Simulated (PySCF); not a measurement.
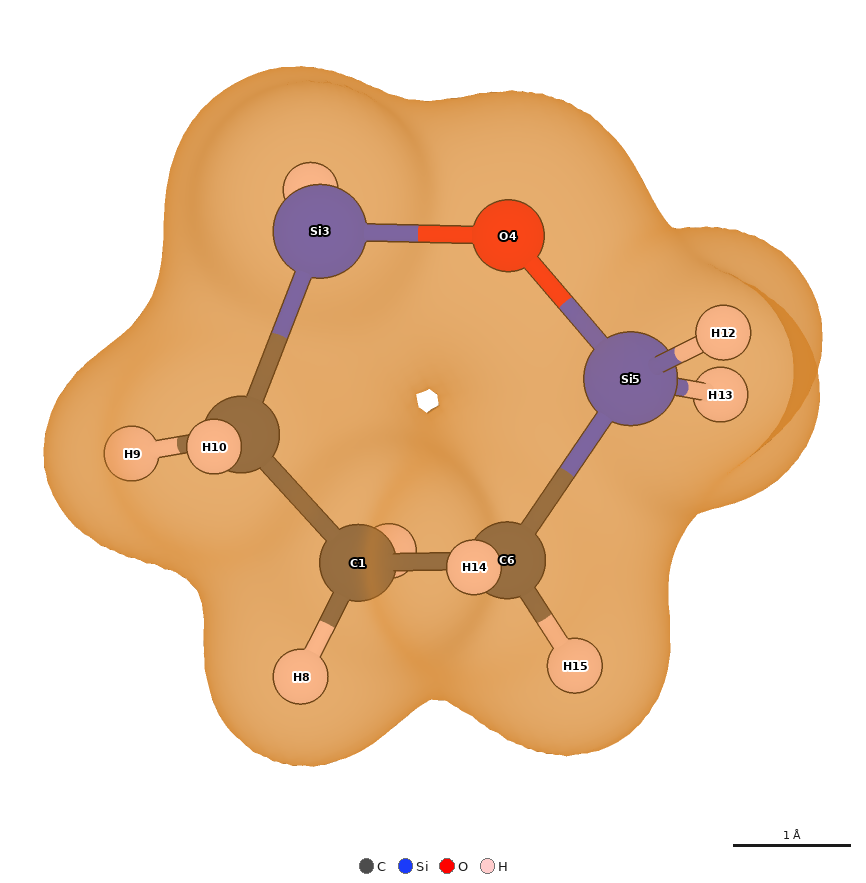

Figure 1: C3H9OSi2 (SMILES C1C[SiH]O[SiH2]C1) (doublet). Isosurface of the electron density at 0.1 e/Å³ (orange), seen at an oblique angle.

Geometry: GFN2-xTB.

Computed with UKS B3LYP, pcH-1 on C H O Si, non-relativistic, mean-field spin-orbit, GIAO (PySCF).

```csv
atom,x (Å),y (Å),z (Å)
C,-1.0133,-0.4970,-0.4134
C,-1.3274,0.8397,0.2702
Si,0.1277,2.0637,0.1122
O,1.5015,1.1765,0.2430
Si,1.7926,-0.4202,0.1459
C,0.1008,-1.2813,0.2861
H,-0.7359,-0.3207,-1.4570
H,-1.9261,-1.1037,-0.4225
H,-2.2192,1.2737,-0.1853
H,-1.5776,0.6441,1.3155
H,0.2342,2.6995,-1.2036
H,2.6765,-0.7178,1.2666
H,2.3866,-0.6527,-1.1713
H,-0.1735,-1.4129,1.3356
H,0.1487,-2.2830,-0.1438
```

> Which contacts does the surface bridge?

At this value the surface is in one piece. It bridges the sampled C–C (1.53 Å), Si–O (1.63 Å), C–Si (1.90 Å) and C–H (1.09 Å) contacts, where the density stays above the isovalue. On the grid the lowest density along these lines, outside the cores, is 1.6 e/Å³ (C–C, 1.53 Å), 0.99 e/Å³ (Si–O, 1.63 Å), 0.79 e/Å³ (C–Si, 1.90 Å) and 1.8 e/Å³ (C–H, 1.09 Å).
